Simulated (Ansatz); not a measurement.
Cost and result by functional for the surface energy of the (10-12) surface of hcp Lu in its 1x1 cell, outermost plane spacing 0.68 Å in the ideal cut, in Ansatz (plane waves, PAW). Single points on the PBE structure, on one kind of machine; costs are rough ratios of the slab run's core time (references not counted) to the cheapest single point. r2SCAN's cost holds its higher cutoff (500 against 420 eV). Differences are taken against r2SCAN for comparison alone: no measured value is at hand, so the table doesn't rank accuracy.

Slab: 12 atoms, 10.8 Å thick at the start; k 11x5x1, smearing 0.1 eV, dipole-corrected; all atoms relaxed; held to the start's symmetry, so lower structures may exist; no spin, no spin-orbit, no U. These notes are the PBE run's.

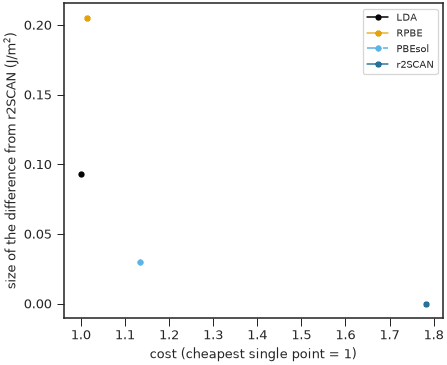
Difference from r2SCAN against cost

| functional | relative cost | surface energy (J/m²) | less r2SCAN (J/m²) |
|---|---|---|---|
| LDA | 1 | 1.33 | 0.09 |
| RPBE | 1 | 1.03 | -0.21 |
| PBEsol | 1 | 1.27 | 0.03 |
| r2SCAN | 2 | 1.24 | 0.00 |
| PBE (the relaxed run's value) | – | 1.14 | -0.10 |

The values span 0.30 J/m², while the single points' costs differ by a factor of roughly 2. Differences are of unrounded values.

Ansatz is a first-principles code.
